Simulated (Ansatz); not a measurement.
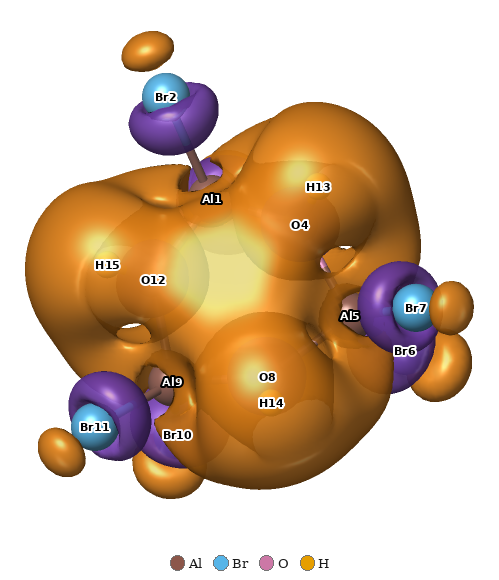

Al3Br6H3O3. One frontier orbital at ±0.06 Å⁻³ᐟ² (orange and purple are the two phases), seen at a tilt.

Geometry: r2SCAN-D4/def2-SVP.

All numbers below come from Ansatz, RKS PBE0-D4/def2-SVP.

Input

```
crystal:
  periodic: [false, false, false]
  atoms:
    - {symbol: Al, position_ang: [0.700062, -1.424269, 1.147667]}
    - {symbol: Br, position_ang: [1.429364, -1.268270, 3.288721]}
    - {symbol: Br, position_ang: [0.701909, -3.366363, 0.026783]}
    - {symbol: O, position_ang: [-0.979781, -0.656584, 1.124063]}
    - {symbol: Al, position_ang: [-1.937768, 0.194378, -0.206520]}
    - {symbol: Br, position_ang: [-2.683971, -1.286813, -1.715740]}
    - {symbol: Br, position_ang: [-3.327412, 1.640959, 0.849626]}
    - {symbol: O, position_ang: [-0.575546, 1.218920, -0.917626]}
    - {symbol: Al, position_ang: [1.185573, 0.832099, -1.318351]}
    - {symbol: Br, position_ang: [1.312922, -0.473667, -3.136821]}
    - {symbol: Br, position_ang: [2.310302, 2.793988, -1.160640]}
    - {symbol: O, position_ang: [1.611711, -0.124812, 0.203188]}
    - {symbol: H, position_ang: [-1.344703, -0.507293, 2.013337]}
    - {symbol: H, position_ang: [-0.761627, 2.173318, -0.894668]}
    - {symbol: H, position_ang: [2.358975, 0.254411, 0.696971]}
basis:
  gaussian: {orbitals: def2-SVP, initial_orbitals: start.molden}
hamiltonian: {xc: pbe0, dispersion: d4}
scf: {omitted_lower_state_checks: [starts]}
output: {orbitals: {seedname: orbitals}}
```

Launched as:

```sh
ansatz run in.yaml --threads 4 --pin off --events-out ev --progress --plain --max-ram 6963MiB
```

**Which orbital is it: HOMO or LUMO?**

The LUMO, at −0.99 eV. It lies mainly on Al1 (about 10 %), Al5 (about 10 %), Al9 (about 10 %), H13 (about 5 %), H14 (about 5 %) and H15 (about 5 %).
